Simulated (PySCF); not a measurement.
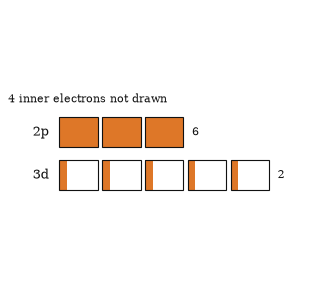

Figure 1. The outer shells of the nominal configuration: a box for each of the 2l + 1 orbitals, shaded by the share of the shell that is filled, with the electron count at the right.

# Atomic calculation, with input and output: Mg

- system: Mg, configuration 1s2 2s2 2p6 3d2, multiplicity 3.
- method: unrestricted B97-3, def2-TZVPPD, non-relativistic, point nucleus (PySCF)

**The input**
```python
from pyscf import gto, scf, dft, mp, cc
import basis_set_exchange as bse
mol = gto.M(atom="Mg 0 0 0", charge=0, spin=2, symmetry="D2h",
            basis=gto.basis.parse(bse.get_basis("def2-TZVPPD", elements=["Mg"], fmt="nwchem")))
mf = dft.UKS(mol, xc="HYB_GGA_XC_B97_3")
mf.irrep_nelec = {'Ag': (3, 2), 'B1g': (1, 0), 'B1u': (1, 1), 'B2u': (1, 1), 'B3u': (1, 1)}
mf.kernel()
```

The script is an equivalent of what the driver set up; the driver started from orbitals of its own, so the log can be shorter than this script's would be, and it computed the properties (radii, ⟨L²⟩, response) afterwards. It held the occupations shell by shell, which the script's counts by irreducible representation don't always enforce.

Hardware: 1 CPU thread, shared host.

**Output (extracts)**
```
damping factor = 0
level_shift factor = 0
DIIS = <class 'pyscf.scf.diis.CDIIS'>
diis_start_cycle = 1
diis_space = 10
diis_damp = 0
SCF conv_tol = 1e-09
SCF conv_tol_grad = None
number electrons alpha = 7  beta = 5
XC functionals = HYB_GGA_XC_B97_3
    T. W. Keal and D. J. Tozer.,  J. Chem. Phys. 123, 121103 (2005)
cycle= 1 E= -199.521025922065  delta_E= -0.000782  |g|= 0.016  |ddm|= 0.0393
cycle= 2 E= -199.521064500008  delta_E= -3.86e-05  |g|= 0.0081  |ddm|= 0.0254
cycle= 3 E= -199.521080989178  delta_E= -1.65e-05  |g|= 0.000863  |ddm|= 0.0197
cycle= 4 E= -199.521088582188  delta_E= -7.59e-06  |g|= 0.00291  |ddm|= 0.0231
cycle= 5 E= -199.521091834164  delta_E= -3.25e-06  |g|= 0.00162  |ddm|= 0.00914
cycle= 6 E= -199.521092516925  delta_E= -6.83e-07  |g|= 0.00202  |ddm|= 0.00186
cycle= 7 E= -199.521096476916  delta_E= -3.96e-06  |g|= 0.00127  |ddm|= 0.0104
cycle= 8 E= -199.521094352061  delta_E= 2.12e-06  |g|= 0.00123  |ddm|= 0.00539
cycle= 9 E= -199.521063015393  delta_E= 3.13e-05  |g|= 0.000625  |ddm|= 0.148
cycle= 10 E= -199.52106287147  delta_E= 1.44e-07  |g|= 0.000608  |ddm|= 0.00879
[... 40 cycles left out ...]
SCF not converged.
SCF energy = -199.5210626644 after 50 cycles  <S^2> = 2.0000179  2S+1 = 3.000012

damping factor = 0
level_shift factor = 0.3
DIIS = <class 'pyscf.scf.diis.CDIIS'>
diis_start_cycle = 1
diis_space = 10
diis_damp = 0
SCF conv_tol = 1e-09
SCF conv_tol_grad = None
number electrons alpha = 7  beta = 5
XC functionals = HYB_GGA_XC_B97_3
    T. W. Keal and D. J. Tozer.,  J. Chem. Phys. 123, 121103 (2005)
[... 48 cycles left out ...]
cycle= 49 E= -199.6128953122  delta_E= -0.00412  |g|= 0.126  |ddm|= 2.25
cycle= 50 E= -199.608879260153  delta_E= 0.00402  |g|= 0.127  |ddm|= 2.08
cycle= 51 E= -199.615443813109  delta_E= -0.00656  |g|= 0.127  |ddm|= 2.38
cycle= 52 E= -199.530990661586  delta_E= 0.0845  |g|= 0.0407  |ddm|= 3.58
cycle= 53 E= -199.530135125917  delta_E= 0.000856  |g|= 0.0206  |ddm|= 3.68
cycle= 54 E= -199.531461328226  delta_E= -0.00133  |g|= 0.021  |ddm|= 0.412
cycle= 55 E= -199.527159441715  delta_E= 0.0043  |g|= 0.0403  |ddm|= 3.62
cycle= 56 E= -199.530439926034  delta_E= -0.00328  |g|= 0.0258  |ddm|=  3.6
cycle= 57 E= -199.526963658052  delta_E= 0.00348  |g|= 0.0405  |ddm|=  3.6
cycle= 58
```

**Outcome**

```tsv
quantity	value
outcome	not converged
total energy	−199.528710 hartree
kinetic energy	199.041840 hartree
⟨S²⟩	2.000
⟨L²⟩	9.88
SCF iterations	170
CPU time	12 s (integrals apart)
```

**What went wrong**

The run did not meet its convergence test in 170 iterations, so its last values are not results. This is not the ground configuration of the species. ⟨L²⟩ departs from that of the intended term, so the determinant mixes terms. To bear in mind: populations left the configuration by 0.35 electrons.
